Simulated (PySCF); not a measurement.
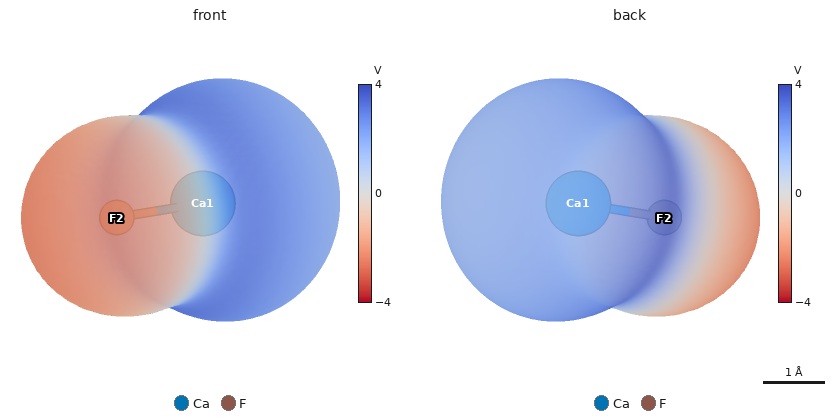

*CaF (doublet). The electrostatic potential painted on the density surface at 0.002 e/bohr³, seen from the front and from behind; the colour scale runs from red (negative) to blue (positive).*

Method: PBE0/pcseg-1, non-relativistic, at a bond length of 1.947 Å (PySCF).

### Where is the surface potential most negative and most positive?

The most negative region (about −2.3 V) lies over F2, the most positive (about +3.1 V) over Ca1.
